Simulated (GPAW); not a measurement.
AlNH4: geometry relaxation (part 4 of 5)

AlNH4, SMILES [NH2][AlH2]; WC/plane waves, scalar-relativistic datasets (GPAW 26.7.0). The atoms were displaced at random from an optimised geometry.

Geometry of the input (Å):
```
N  0.0089  -0.8625  -0.0200
Al 0.0942  0.6328  -0.1213
H  0.6953  -1.6733  -0.5496
H  -0.4576  -1.3653  0.7001
H  0.1498  1.6661  -1.6594
H  -0.2809  1.5941  1.0061
```

Log, continued:
```
Force computation time: 0.346  # s
LBFGS:   25 00:02:54      -22.581055        0.093456
          .---------------------------------.
         /|                                 |
        / |                                 |
       /  |                                 |
      /   |                                 |
     /    |                                 |
    /     |                                 |
   /      |                                 |
  /       |                                 |
 *        |                                 |
 |        |           H                     |
 |        |                                 |
 |        |            Al                   |
 |        |          HN                     |
 |        |             H                   |
 |        |           H                     |
 |        |                                 |
 |        .---------------------------------.
 |       /                                 /
 |      /                                 /
 |     /                                 /
 |    /                                 /
 |   /                                 /
 |  /                                 /
 | /                                 /
 |/                                 /
 *---------------------------------*

Atoms  # Å, Bohr magnetons
|   | symbol |        x |        y |        z |    initial magnetic moments |
|---|--------|----------|----------|----------|-----------------------------|
| 0 |      N | 6.999639 | 6.078227 | 7.250345 | ( 0.0000,  0.0000,  0.0000) |
| 1 |     Al | 6.895258 | 7.856690 | 7.103621 | ( 0.0000,  0.0000,  0.0000) |
| 2 |      H | 7.310264 | 5.406758 | 6.515421 | ( 0.0000,  0.0000,  0.0000) |
| 3 |      H | 6.785143 | 5.547477 | 8.125042 | ( 0.0000,  0.0000,  0.0000) |
| 4 |      H | 7.292608 | 8.498521 | 5.700411 | ( 0.0000,  0.0000,  0.0000) |
| 5 |      H | 6.401704 | 8.659604 | 8.385923 | ( 0.0000,  0.0000,  0.0000) |

Unit cell  # Å
| periodic |         x |         y |         z |   lengths |    angles |
|----------|-----------|-----------|-----------|-----------|-----------|
|       no | 14.000000 |  0.000000 |  0.000000 | 14.000000 | 90.000000 |
|       no |  0.000000 | 14.000000 |  0.000000 | 14.000000 | 90.000000 |
|       no |  0.000000 |  0.000000 | 14.000000 | 14.000000 | 90.000000 |

Initialization done in: 0.760 s

convergence criteria:
- Maximum [total energy] change in last 3 cyles: 0.0005 eV / valence electron
- Maximum integral of absolute [dens]ity change: 0.0001 electrons / valence electron
- Maximum integral of absolute [eigenst]ate change: 4e-08 eV^2 / valence electron
maximum number of iterations: 100

SCF iterations
|iter     |     time |      energy | eigst |  dens |
|---------|----------|-------------|-------|-------|
|iter:   1| 00:02:55 |  -22.581438c| -3.33 |       |
|iter:   2| 00:02:56 |  -22.581435c| -5.13 | -2.77 |
|iter:   3| 00:02:56 |  -22.581382c| -5.45 | -2.80 |
|iter:   4| 00:02:57 |  -22.581367c| -5.81 | -3.04 |
|iter:   5| 00:02:58 |  -22.581367c| -6.62 | -3.63 |
|iter:   6| 00:02:59 |  -22.581367c| -7.87c| -3.99 |
|iter:   7| 00:03:00 |  -22.581367c| -8.27c| -4.57c|

Converged in 7 steps
SCF loop duration: 5.219 s (0.746 s/step)
Energy contributions relative to reference atoms: (reference = -8125.528017)

Energy contributions:
  Kinetic:           9.621851
  Coulomb:          -9.896320
  Zero:             -0.002594
  External:          0.000000
  Xc:              -22.304303
  Entropy:           0.000000
  Spinorbit:         0.000000
  ----------------------------
  Free energy:     -22.581367
  Extrapolated:    -22.581367

dipole moment: (0.022445, -0.234084, 0.027010)  # |e|*Ang

Fermi level: -3.720
Eigenvalues  # (at kpt = [0.000, 0.000, 0.000])
| band index |      eig [eV] | occ [0-2] |
|------------|---------------|-----------|
|          0 |       -20.790 |     2.000 |
|          1 |       -11.297 |     2.000 |
|          2 |       -10.562 |     2.000 |
|          3 |        -8.139 |     2.000 |
|          4 |        -6.921 |     2.000 |
|          5 |        -6.048 |     2.000 |
|          6 |        -1.392 |     0.000 |
|          7 |        -0.774 |     0.000 |
|          8 |        -0.057 |     0.000 |
|          9 |         0.221 |     0.000 |
|         10 |         0.427 |     0.000 |
|         11 |         0.512 |     0.000 |

Gap: 4.656 eV
Transition (v -> c):
  (s=0, k=0, n=5, [0.00, 0.00, 0.00]) -> (s=0, k=0, n=6, [0.00, 0.00, 0.00])
No difference between direct/indirect transitions
vacuum-level: 0.125  # V

Forces  # eV/Ang
|        x |        y |        z |
|----------|----------|----------|
| -0.02254 |  0.01202 |  0.04291 |  # N    0
|  0.01173 | -0.01692 | -0.05756 |  # Al   1
|  0.00659 |  0.00443 | -0.01654 |  # H    2
|  0.00791 | -0.00463 | -0.05401 |  # H    3
| -0.00303 | -0.00523 |  0.00977 |  # H    4
| -0.00020 | -0.00129 |  0.01594 |  # H    5

Force computation time: 0.344  # s
LBFGS:   26 00:03:00      -22.581367        0.061133
          .---------------------------------.
         /|                                 |
        / |                                 |
       /  |                                 |
      /   |                                 |
     /    |                                 |
    /     |                                 |
   /      |                                 |
  /       |                                 |
 *        |                                 |
 |        |           H                     |
 |        |                                 |
 |        |            Al                   |
 |        |          HN                     |
 |        |             H                   |
 |        |           H                     |
 |        |                                 |
 |        .---------------------------------.
 |       /                                 /
 |      /                                 /
 |     /                                 /
 |    /                                 /
 |   /                                 /
 |  /                                 /
 | /                                 /
 |/                                 /
 *---------------------------------*

Atoms  # Å, Bohr magnetons
|   | symbol |        x |        y |        z |    initial magnetic moments |
|---|--------|----------|----------|----------|-----------------------------|
| 0 |      N | 7.000367 | 6.077894 | 7.249931 | ( 0.0000,  0.0000,  0.0000) |
| 1 |     Al | 6.895094 | 7.855687 | 7.102248 | ( 0.0000,  0.0000,  0.0000) |
| 2 |      H | 7.307928 | 5.407439 | 6.512862 | ( 0.0000,  0.0000,  0.0000) |
| 3 |      H | 6.788848 | 5.545640 | 8.123348 | ( 0.0000,  0.0000,  0.0000) |
| 4 |      H | 7.294281 | 8.498353 | 5.701551 | ( 0.0000,  0.0000,  0.0000) |
| 5 |      H | 6.400427 | 8.660623 | 8.384593 | ( 0.0000,  0.0000,  0.0000) |

Unit cell  # Å
| periodic |         x |         y |         z |   lengths |    angles |
|----------|-----------|-----------|-----------|-----------|-----------|
|       no | 14.000000 |  0.000000 |  0.000000 | 14.000000 | 90.000000 |
|       no |  0.000000 | 14.000000 |  0.000000 | 14.000000 | 90.000000 |
|       no |  0.000000 |  0.000000 | 14.000000 | 14.000000 | 90.000000 |

Initialization done in: 0.750 s

convergence criteria:
- Maximum [total energy] change in last 3 cyles: 0.0005 eV / valence electron
- Maximum integral of absolute [dens]ity change: 0.0001 electrons / valence electron
- Maximum integral of absolute [eigenst]ate change: 4e-08 eV^2 / valence electron
maximum number of iterations: 100

SCF iterations
```

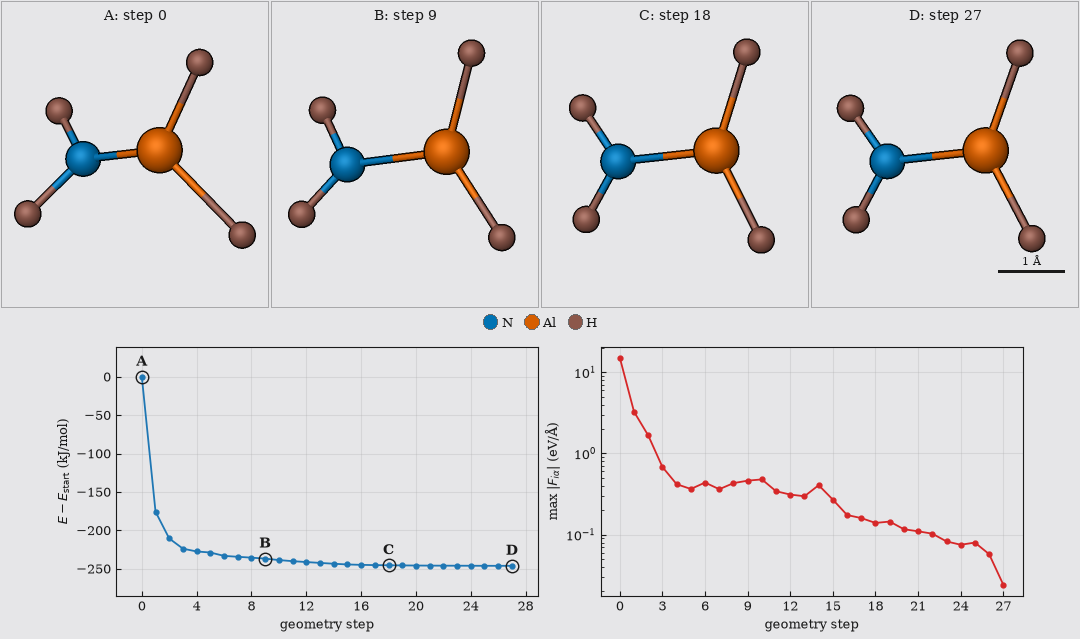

Frames of the relaxation (ball-and-stick view, seen at a tilt) above the curves, on which the letters mark them (steps are counted from 0).

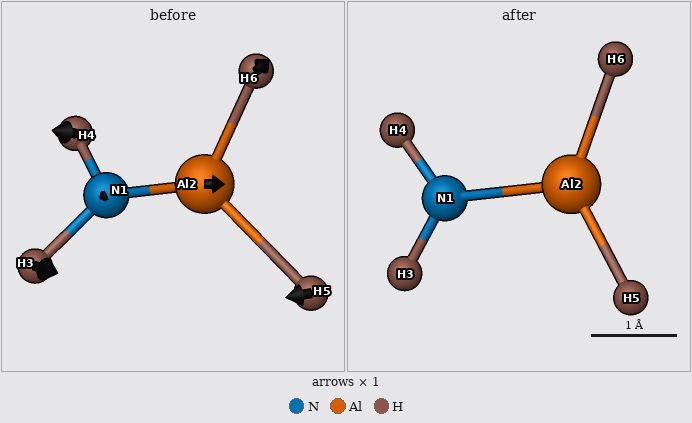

Before (left) and after (right) the relaxation, at one scale (ball-and-stick view, seen at a tilt). The black arrows give the displacements, at true length. Over 27 geometry steps the energy falls by 246.2 kJ/mol. Largest force component: 15 eV/Å at the start, 0.024 eV/Å at the end. The atom that moves furthest after the best rigid fit is H3 (0.38 Å). By element the largest moves are H 0.38 Å, Al 0.25 Å, N 0.10 Å. Among the contacts that change: N1–Al2 1.501 → 1.787 Å, Al2–H5 1.854 → 1.592 Å, N1–H3 1.187 → 1.043 Å, Al2–H6 1.528 → 1.593 Å. Among the angles that change: H5–Al2–H6 105.6° → 125.6°, N1–Al2–H5 127.8° → 117.4°, N1–Al2–H6 124.2° → 117.0°. (Atoms are counted from 1 in the order of the input.)

```
|iter     |     time |      energy | eigst |  dens |
|---------|----------|-------------|-------|-------|
|iter:   1| 00:03:01 |  -22.581534c| -3.85 |       |
|iter:   2| 00:03:02 |  -22.581530c| -5.64 | -2.99 |
|iter:   3| 00:03:03 |  -22.581504c| -5.62 | -3.02 |
|iter:   4| 00:03:04 |  -22.581498c| -6.20 | -3.27 |
|iter:   5| 00:03:04 |  -22.581498c| -6.92 | -3.73 |
|iter:   6| 00:03:05 |  -22.581498c| -8.22c| -4.16c|

Converged in 6 steps
SCF loop duration: 4.319 s (0.720 s/step)
Energy contributions relative to reference atoms: (reference = -8125.528017)

Energy contributions:
  Kinetic:           9.685258
  Coulomb:          -9.943614
  Zero:             -0.002706
  External:          0.000000
  Xc:              -22.320436
  Entropy:           0.000000
  Spinorbit:         0.000000
  ----------------------------
  Free energy:     -22.581498
  Extrapolated:    -22.581498

dipole moment: (0.022040, -0.235608, 0.025243)  # |e|*Ang

Fermi level: -3.721
Eigenvalues  # (at kpt = [0.000, 0.000, 0.000])
| band index |      eig [eV] | occ [0-2] |
|------------|---------------|-----------|
|          0 |       -20.796 |     2.000 |
|          1 |       -11.299 |     2.000 |
|          2 |       -10.566 |     2.000 |
|          3 |        -8.141 |     2.000 |
|          4 |        -6.919 |     2.000 |
|          5 |        -6.050 |     2.000 |
|          6 |        -1.391 |     0.000 |
|          7 |        -0.774 |     0.000 |
|          8 |        -0.057 |     0.000 |
|          9 |         0.225 |     0.000 |
|         10 |         0.427 |     0.000 |
|         11 |         0.512 |     0.000 |

Gap: 4.659 eV
Transition (v -> c):
  (s=0, k=0, n=5, [0.00, 0.00, 0.00]) -> (s=0, k=0, n=6, [0.00, 0.00, 0.00])
No difference between direct/indirect transitions
vacuum-level: 0.125  # V

Forces  # eV/Ang
|        x |        y |        z |
|----------|----------|----------|
| -0.01884 |  0.01582 |  0.01418 |  # N    0
|  0.00239 |  0.00060 | -0.02352 |  # Al   1
|  0.01004 |  0.00310 | -0.01981 |  # H    2
| -0.00272 | -0.01693 | -0.02417 |  # H    3
| -0.00034 | -0.00117 | -0.00816 |  # H    4
|  0.00531 | -0.01139 |  0.00323 |  # H    5

Force computation time: 0.373  # s
LBFGS:   27 00:03:06      -22.581498        0.029634
Converged: True
Final energy            -22.58150 eV
r(H3-N0)                1.0445 Ang
r(H2-N0)                1.0428 Ang
```

Trajectory as extended XYZ (Å, eV, eV/Å), 28 frames, from step=0 to step=27:
```
6
Properties=species:S:1:pos:R:3:forces:R:3 step=0 energy=-20.02958
N     6.8900    6.1411    7.3067    2.8073 -15.0582  -2.3713
Al    6.9753    7.6364    7.2053    0.5210  14.5663  -3.3727
H     7.5764    5.3303    6.7770   -2.4476   2.5343   1.4922
H     6.4236    5.6382    8.0268   -0.8767  -1.3085   1.6991
H     7.0310    8.6697    5.6673    0.3083  -1.3013   1.3017
H     6.6002    8.5977    8.3327   -0.2809   0.4041   1.0608
6
Properties=species:S:1:pos:R:3:forces:R:3 step=1 energy=-21.85126
N     6.9082    6.0439    7.2914    2.3060  -1.9793  -2.6984
Al    6.9787    7.7304    7.1836    0.0482   3.2614  -2.7494
H     7.5606    5.3467    6.7867   -1.1191   0.6541   0.6356
H     6.4179    5.6298    8.0377   -1.0022  -1.5140   2.0829
H     7.0329    8.6613    5.6757    0.3017  -1.0263   1.1356
H     6.5984    8.6003    8.3396   -0.3974   0.7094   1.3949
6
Properties=species:S:1:pos:R:3:forces:R:3 step=2 energy=-22.21238
N     6.9476    6.0269    7.2440   -1.3365   0.1535   1.6660
Al    6.9789    7.7721    7.1366   -0.1890   1.4849  -1.5174
H     7.5429    5.3555    6.7966    0.7100  -1.3332  -0.7335
H     6.4003    5.6032    8.0745    0.9658   0.2185  -0.9166
H     7.0382    8.6438    5.6952    0.2928  -0.6802   0.6642
H     6.5914    8.6130    8.3643   -0.2265   0.2988   0.7894
6
Properties=species:S:1:pos:R:3:forces:R:3 step=3 energy=-22.34994
N     6.9394    6.0289    7.2544   -0.2991   0.1276   0.5329
Al    6.9762    7.7993    7.1040   -0.3449   0.6461  -0.5012
H     7.5485    5.3391    6.7889   -0.0049  -0.4649  -0.2049
H     6.4089    5.5993    8.0716    0.6805   0.1016  -0.4960
H     7.0435    8.6301    5.7092    0.3087  -0.3925   0.1858
H     6.5864    8.6205    8.3815   -0.1156   0.1206   0.3858
6
Properties=species:S:1:pos:R:3:forces:R:3 step=4 energy=-22.38764
N     6.9384    6.0320    7.2595    0.2237   0.3317  -0.1247
Al    6.9679    7.8211    7.0821   -0.4090  -0.0064   0.2735
H     7.5461    5.3281    6.7850   -0.2619  -0.0821  -0.0299
H     6.4224    5.5968    8.0661    0.4185  -0.0027  -0.1233
H     7.0520    8.6170    5.7179    0.3137  -0.1294  -0.2347
H     6.5821    8.6261    8.3961   -0.0588   0.0215   0.1194
6
Properties=species:S:1:pos:R:3:forces:R:3 step=5 energy=-22.40178
N     6.9412    6.0368    7.2594    0.3471   0.2930  -0.2629
Al    6.9593    7.8279    7.0807   -0.3654  -0.1104   0.3393
H     7.5415    5.3237    6.7833   -0.2927   0.0360  -0.0278
H     6.4328    5.5963    8.0624    0.3077  -0.0294   0.0201
H     7.0592    8.6116    5.7163    0.2991  -0.0844  -0.2759
H     6.5801    8.6278    8.4017   -0.0658   0.0174   0.0872
6
Properties=species:S:1:pos:R:3:forces:R:3 step=6 energy=-22.44723
N     6.9619    6.0611    7.2535    0.4384  -0.0155  -0.3615
Al    6.9146    7.8540    7.0854   -0.0835  -0.3077   0.2319
H     7.5155    5.3078    6.7736   -0.2318   0.3692  -0.1809
H     6.4836    5.5943    8.0487   -0.0095  -0.0142   0.4004
H     7.0974    8.5874    5.7015    0.1999  -0.0091  -0.2043
H     6.5693    8.6355    8.4269   -0.1244   0.0225   0.0227
6
Properties=species:S:1:pos:R:3:forces:R:3 step=7 energy=-22.45939
N     6.9731    6.0687    7.2493    0.2237  -0.0904  -0.1190
Al    6.8979    7.8592    7.0904    0.0395  -0.2553   0.0597
H     7.5041    5.3068    6.7662   -0.1147   0.3235  -0.3095
H     6.5026    5.5946    8.0481   -0.0060   0.0580   0.3629
H     7.1138    8.5787    5.6934    0.1448  -0.0321  -0.0760
H     6.5636    8.6383    8.4360   -0.1452   0.0159   0.0089
6
Properties=species:S:1:pos:R:3:forces:R:3 step=8 energy=-22.47115
N     6.9851    6.0736    7.2462   -0.0672  -0.0858   0.2020
Al    6.8837    7.8594    7.0957    0.1440  -0.1182  -0.1157
H     7.4925    5.3113    6.7520    0.0119   0.1712  -0.4312
H     6.5211    5.5972    8.0532    0.0611   0.1189   0.2371
H     7.1316    8.5699    5.6850    0.0847  -0.0737   0.0766
H     6.5554    8.6410    8.4441   -0.1536  -0.0106  -0.0258
6
Properties=species:S:1:pos:R:3:forces:R:3 step=9 energy=-22.48426
N     6.9969    6.0766    7.2465   -0.2838  -0.0702   0.4229
Al    6.8723    7.8566    7.0993    0.2165   0.0562  -0.2229
H     7.4803    5.3203    6.7283    0.0603   0.0440  -0.4625
H     6.5412    5.6022    8.0642    0.1429   0.1245   0.0951
H     7.1518    8.5595    5.6777    0.0274  -0.1094   0.2045
H     6.5436    8.6433    8.4515   -0.1465  -0.0550  -0.0926
6
Properties=species:S:1:pos:R:3:forces:R:3 step=10 energy=-22.50371
N     7.0129    6.0798    7.2523   -0.4066  -0.1011   0.4794
Al    6.8592    7.8519    7.1013    0.2752   0.2807  -0.2547
H     7.4601    5.3383    6.6809   -0.0191   0.0066  -0.3125
H     6.5746    5.6117    8.0869    0.2403   0.0501  -0.0923
H     7.1846    8.5407    5.6700   -0.0456  -0.1331   0.3205
H     6.5214    8.6457    8.4607   -0.1177  -0.1254  -0.2173
6
Properties=species:S:1:pos:R:3:forces:R:3 step=11 energy=-22.51852
N     7.0216    6.0798    7.2611   -0.3409  -0.0727   0.2555
Al    6.8563    7.8490    7.0988    0.2536   0.3427  -0.1352
H     7.4428    5.3571    6.6381   -0.1555   0.0593  -0.0421
H     6.6015    5.6189    8.1080    0.2703  -0.0781  -0.1800
H     7.2087    8.5246    5.6699   -0.0669  -0.1111   0.2993
H     6.5013    8.6452    8.4627   -0.0816  -0.1619  -0.3056
6
Properties=species:S:1:pos:R:3:forces:R:3 step=12 energy=-22.53043
N     7.0206    6.0780    7.2684   -0.2077   0.0700  -0.0338
Al    6.8636    7.8494    7.0943    0.1685   0.2332   0.0589
H     7.4312    5.3718    6.6140   -0.2289   0.0705   0.1401
H     6.6163    5.6206    8.1202    0.2371  -0.1918  -0.1424
H     7.2180    8.5155    5.6768   -0.0289  -0.0513   0.1583
H     6.4888    8.6414    8.4560   -0.0565  -0.1453  -0.3117
6
Properties=species:S:1:pos:R:3:forces:R:3 step=13 energy=-22.54208
N     7.0143    6.0792    7.2731   -0.0534   0.1714  -0.2972
Al    6.8742    7.8540    7.0915    0.0761   0.0333   0.2159
H     7.4184    5.3840    6.5997   -0.2513   0.0790   0.2294
H     6.6312    5.6171    8.1265    0.1676  -0.2598  -0.0320
H     7.2231    8.5079    5.6863    0.0296   0.0312  -0.0282
H     6.4786    8.6352    8.4435   -0.0516  -0.0737  -0.2300
6
Properties=species:S:1:pos:R:3:forces:R:3 step=14 energy=-22.55322
N     7.0079    6.0857    7.2741    0.0416   0.1027  -0.4068
Al    6.8815    7.8615    7.0932    0.0339  -0.1336   0.2210
H     7.3986    5.3958    6.5860   -0.2297   0.1013   0.2450
H     6.6561    5.6098    8.1306    0.1106  -0.2470   0.0354
H     7.2336    8.4982    5.6934    0.0647   0.0998  -0.1537
H     6.4655    8.6285    8.4297   -0.0689   0.0348  -0.0832
6
Properties=species:S:1:pos:R:3:forces:R:3 step=15 energy=-22.56297
N     7.0026    6.0951    7.2709    0.0341  -0.0735  -0.2697
Al    6.8850    7.8689    7.0985    0.0439  -0.2000   0.0808
H     7.3718    5.4086    6.5710   -0.1486   0.0733   0.1551
H     6.6913    5.5998    8.1342    0.0849  -0.1495   0.0013
H     7.2511    8.4868    5.6963    0.0638   0.1325  -0.1747
H     6.4482    8.6236    8.4174   -0.0949   0.1440   0.0757
6
Properties=species:S:1:pos:R:3:forces:R:3 step=16 energy=-22.56828
N     7.0006    6.1005    7.2669   -0.0217  -0.1695  -0.0586
Al    6.8850    7.8715    7.1027    0.0670  -0.1407  -0.0455
H     7.3502    5.4179    6.5592   -0.0615  -0.0045   0.0279
H     6.7210    5.5924    8.1362    0.0713  -0.0692  -0.0549
H     7.2675    8.4790    5.6942    0.0344   0.1211  -0.1072
H     6.4332    8.6236    8.4132   -0.0943   0.1746   0.1197
```
